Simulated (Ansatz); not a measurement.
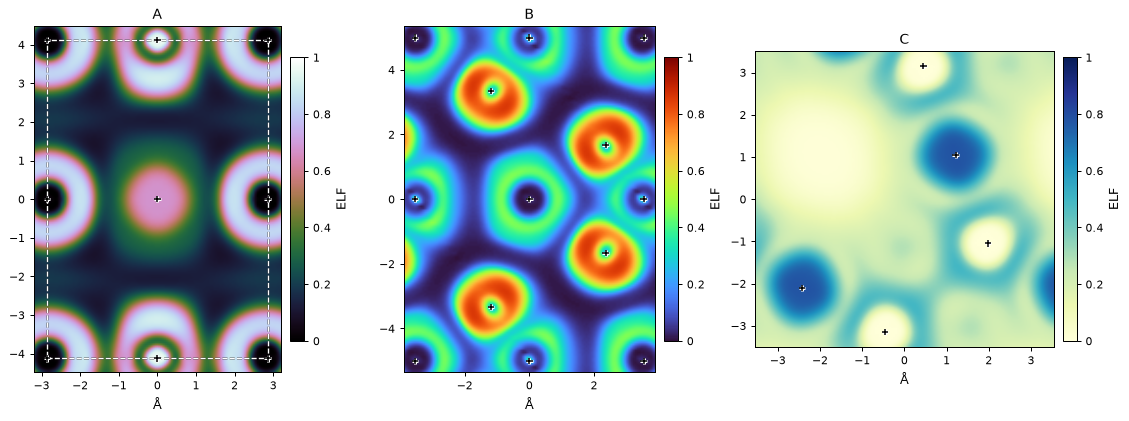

The electron localisation function of 3 systems, each on a plane through atoms (crosses mark nuclei in the plane).

Method: DFT PBE, scalar-relativistic, plane waves, PAW (Ansatz).

System 1: Be₂Rh₃, the (111) plane of the conventional cell. Space group P6/mmm; a structure generated by program, which may or may not match a known phase; spin-polarised.

```cif
data_structure
_symmetry_space_group_name_H-M 'P 1'
_symmetry_Int_Tables_number 1
_cell_length_a 5.5574
_cell_length_b 5.5574
_cell_length_c 3.1119
_cell_angle_alpha 90.000
_cell_angle_beta 90.000
_cell_angle_gamma 120.000
_cell_volume 83.23
loop_
_atom_site_label
_atom_site_type_symbol
_atom_site_fract_x
_atom_site_fract_y
_atom_site_fract_z
_atom_site_occupancy
Be1 Be 0.33333 0.66667 0.00000 1
Be2 Be 0.66667 0.33333 0.00000 1
Rh1 Rh 0.50000 0.00000 0.50000 1
Rh2 Rh 0.00000 0.50000 0.50000 1
Rh3 Rh 0.50000 0.50000 0.50000 1
```

System 2: Tl₃BiO₄, the (11̄0) plane of the conventional cell. Space group I-43m; a structure generated by program, which may or may not match a known phase.

```
CELL_PARAMETERS angstrom
7.06505 0.00000 0.00000
0.00000 7.06505 0.00000
0.00000 0.00000 7.06505
ATOMIC_POSITIONS crystal
Tl 0.00000 0.00000 0.50000
Tl 0.50000 0.50000 0.00000
Tl 0.50000 0.00000 0.00000
Tl 0.00000 0.50000 0.50000
Tl 0.00000 0.50000 0.00000
Tl 0.50000 0.00000 0.50000
Bi 0.00000 0.00000 0.00000
Bi 0.50000 0.50000 0.50000
O 0.83354 0.16646 0.16646
O 0.33354 0.66646 0.66646
O 0.16646 0.16646 0.83354
O 0.66646 0.66646 0.33354
O 0.33354 0.33354 0.33354
O 0.83354 0.83354 0.83354
O 0.16646 0.83354 0.16646
O 0.66646 0.33354 0.66646
```

System 3: Cs₂Ta₂AlPt, the (11̄0) plane of the conventional cell. Space group P4/mmm; a structure generated by program, which may or may not match a known phase; computed without spin polarisation.

```xyz
6
Lattice="5.8355 0.0000 0.0000 0.0000 5.8355 0.0000 0.0000 0.0000 5.7036" Properties=species:S:1:pos:R:3 pbc="T T T"
Cs    0.0000    0.0000    2.8518
Cs    2.9178    2.9178    2.8518
Ta    2.9178    0.0000    2.8518
Ta    0.0000    2.9178    2.8518
Al    0.0000    0.0000    0.0000
Pt    2.9178    2.9178    0.0000
```

**Which map belongs to which system?**

Panel A is system 3, Cs₂Ta₂AlPt: the plane holds Cs, Al and Pt. Cs–Al (2.85 Å): the ELF peaks at about 0.70 in the valence shell of Al, 0.8 Å from its nucleus, and drops to about 0.35 between the two atoms. Panel B is system 2, Tl₃BiO₄: the plane holds Tl, Bi and O. Bi–O (2.04 Å): the ELF peaks at about 0.70 in the valence shell of O, 0.6 Å from its nucleus, and drops to about 0.30 between the two atoms: no localised pair shows between them. Panel C is system 1, Be₂Rh₃: the plane holds Be and Rh. Be–Rh (2.23 Å): the ELF is about 0.35 at the midpoint.
